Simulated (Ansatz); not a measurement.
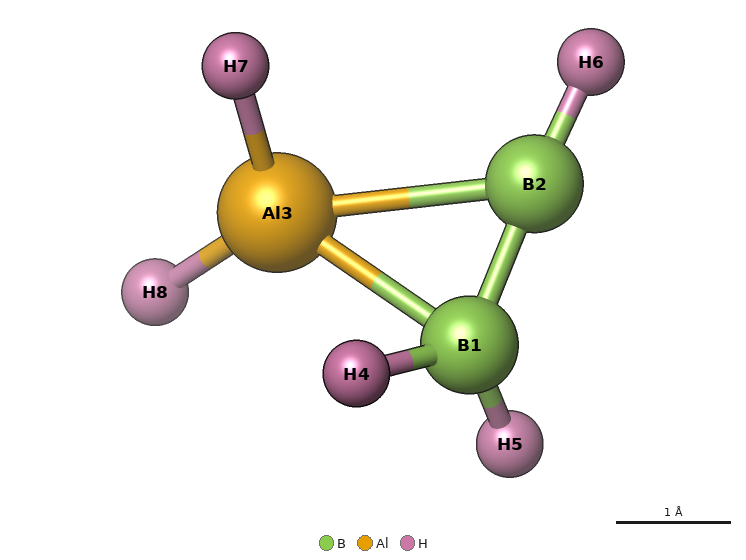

Orthographic view. Atoms fade into the background with distance from the viewer. The computed structure is the end point of a PBE-D4/def2-SVP optimisation. No frequency run is at hand to confirm it as a minimum.

Write a Z-matrix (Å, degrees) in the order of the atom numbers, with these reference atoms: 2 to 1; 3 to 1, 2; 4 to 1, 2, 3; 5 to 1, 4, 3; 6 to 2, 3, 4; 7 to 3, 4, 1; 8 to 3, 7, 2.

```
B  
B    1   1.546
Al   1   2.163   2    76.2
H    1   1.248   2   122.9   3   -53.8
H    1   1.220   4   116.4   3  -109.2
H    2   1.204   3   117.9   4  -158.4
H    3   1.608   4   106.1   1  -114.8
H    3   1.597   7   121.5   2  -169.8
```
